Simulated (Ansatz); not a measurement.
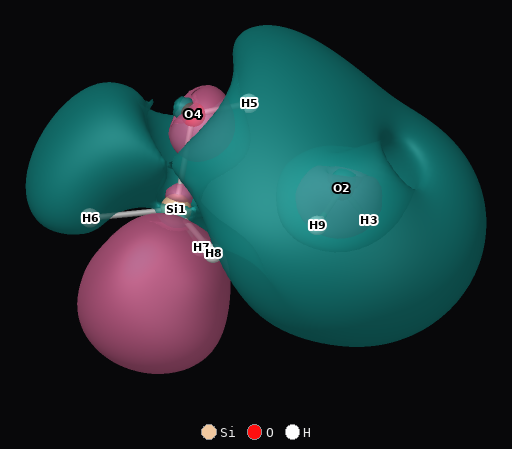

The picture shows: H₄OSi···H₂O. The LUMO at ±0.05 Å⁻³ᐟ² (teal and pink are the two phases), seen across its widest extent.

Not at a stationary point (largest force 0.7 eV/Å).

All numbers below come from RKS PBE-D4/def2-TZVP in Ansatz.

```xyz
9

Si    0.0102    0.4864   -0.5318
O     0.6955   -0.3295    2.1518
H    -0.0928   -0.7094    2.5803
O     1.4228   -0.3774   -0.6112
H     1.6386   -0.7874    0.2485
H    -0.1546    1.1120   -1.8768
H    -1.1980   -0.3450   -0.2248
H     0.0523    1.5742    0.4678
H     0.4722    0.6255    2.0148
```

Question: What is the character of this orbital?

Answer: By Hirshfeld shares it lies mainly on Si1 (about 25 %), H3 (about 20 %), O2 (about 15 %), H9 (about 15 %) and H5 (about 5 %). Its energy is −0.81 eV.
